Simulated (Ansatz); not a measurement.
ClH$_{7}$OW

Input file:

```
crystal:
  periodic: [false, false, false]
  atoms:
    - { symbol: W, position_ang: [0.217738, 0.205082, -0.461388] }
    - { symbol: O, position_ang: [0.146039, 0.014697, 2.65827] }
    - { symbol: H, position_ang: [-0.698816, 0.498472, 2.74072] }
    - { symbol: H, position_ang: [1.415249, -0.696655, 0.277005] }
    - { symbol: H, position_ang: [-0.761634, 1.230448, 0.429261] }
    - { symbol: H, position_ang: [-1.35693, -0.316999, -0.080189] }
    - { symbol: H, position_ang: [-0.040844, -1.456785, -0.215813] }
    - { symbol: H, position_ang: [0.329631, 0.454343, -2.166189] }
    - { symbol: Cl, position_ang: [1.730479, 1.832083, 0.390665] }
    - { symbol: H, position_ang: [0.796589, 0.753115, 2.529159] }
basis:
  gaussian: { orbitals: def2-SVP }
hamiltonian:
  xc: pbe
relax:
  f_tol: 0.03
  max_steps: 50
output:
  orbitals: {}
```

Launched as:

```sh
ansatz run input.yaml --threads 2 --pin off --max-ram 3072MiB --backend cpu --events-out ev --progress --plain --runs-dir out
```

The fields are those of the run's last geometry, not of the input's.

Core potentials replace the inner electrons of W.

The calculation used RKS PBE/def2-SVP (Ansatz 0.2.0).

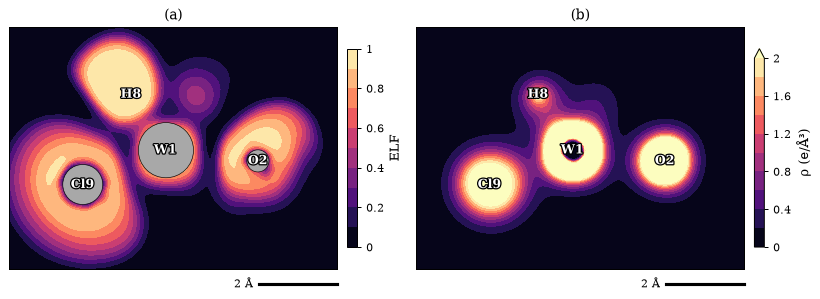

Figure 1. (a) ELF; (b) electron density on the plane of atoms H8, W1 and Cl9. Grey discs cover the atomic cores in the ELF map.

What does the map show?

Answer. The section cuts through W, O, H and Cl sites. W–Cl (2.29 Å): ρ is about 0.67 e/Å³ halfway; the ELF peaks at about 0.85 in the valence shell of Cl, 0.8 Å from its nucleus, and is about 0.35 at the midpoint. W–O (2.36 Å): ρ at the midpoint is about 0.32 e/Å³; the ELF peaks at about 0.90 in the valence shell of O, 0.7 Å from its nucleus, and is about 0.10 at the midpoint. W–H (1.67 Å): ρ at the midpoint is about 1.6 e/Å³; the ELF climbs to about 1 towards the hydrogen.

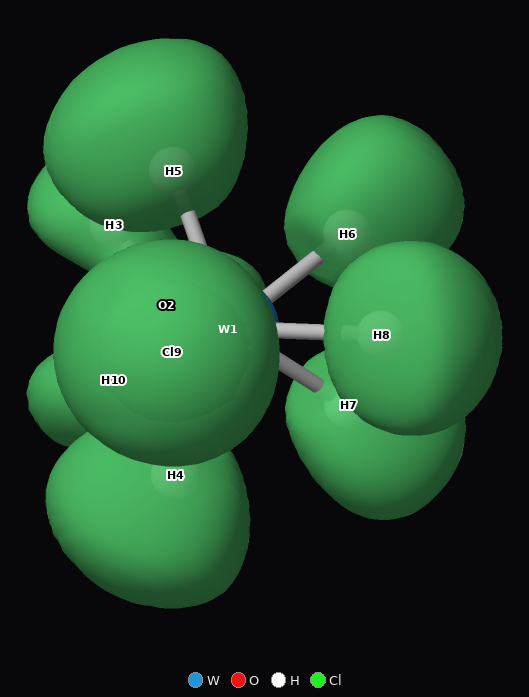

Figure 2. Isosurface of the electron localisation function at 0.8 (green), seen at an oblique angle. Core shells and regions of very low density are left out.

Identify the bonds, lone pairs and shells in this picture.

Answer. At this value the surface marks out five regions around hydrogen nuclei, one region wrapped around Cl (its valence shell) and one joined region spread over several atoms (H, O), in which their bonds and any lone pairs are merged.

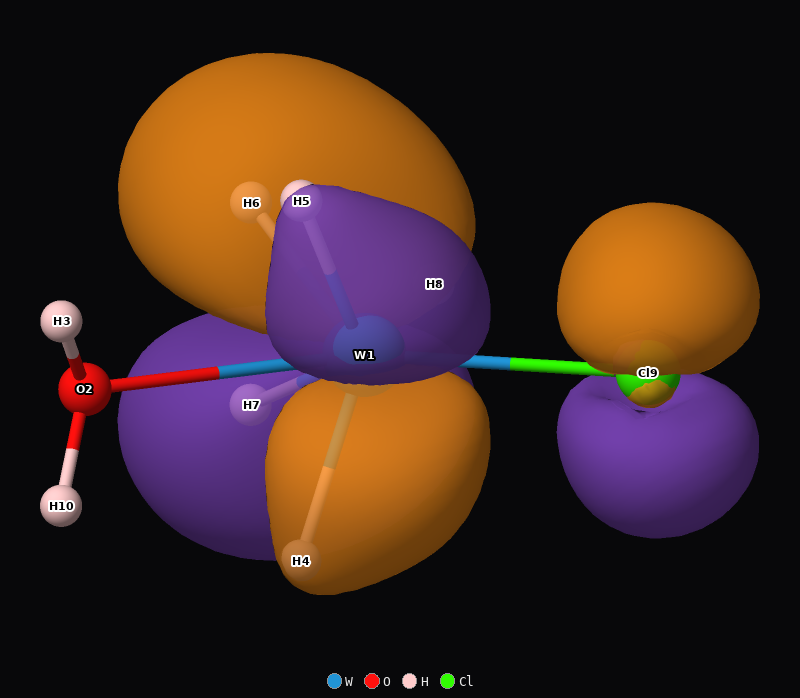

Figure 3. The HOMO−1 at ±0.08 Å⁻³ᐟ² (orange and purple are the two phases), seen at a tilt.

Where does this orbital lie, and at what energy?

Answer. It lies mainly on W1 (about 50 %), H6 (about 15 %), H7 (about 15 %) and Cl9 (about 10 %). Its energy is −6.67 eV.
